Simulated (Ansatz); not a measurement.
The parent structure is PbSe in the rock salt structure (space group Fm-3m, No. 225; a = 6.2178 Å).

The change: cell and atoms relaxed at a pressure of 4.5 GPa.

Computed with PBE (Ansatz, a program for electronic structure; PAW; 420 eV plane waves; scalar-relativistic without spin-orbit coupling).

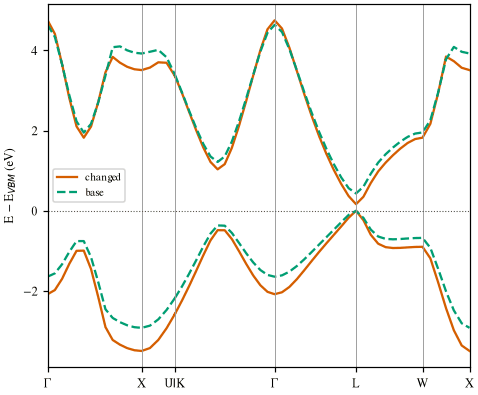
*Highest valence and lowest conduction band along the path, each from its own valence-band maximum*

Problem. Read the changed gap and its character from the plot.

Solution. About 0.2 eV, direct at L.

With Pb present, leaving out spin-orbit coupling can change the band edges. Load acts through the strain it causes; cell and atoms are relaxed under it. No phonon test of stability was made.
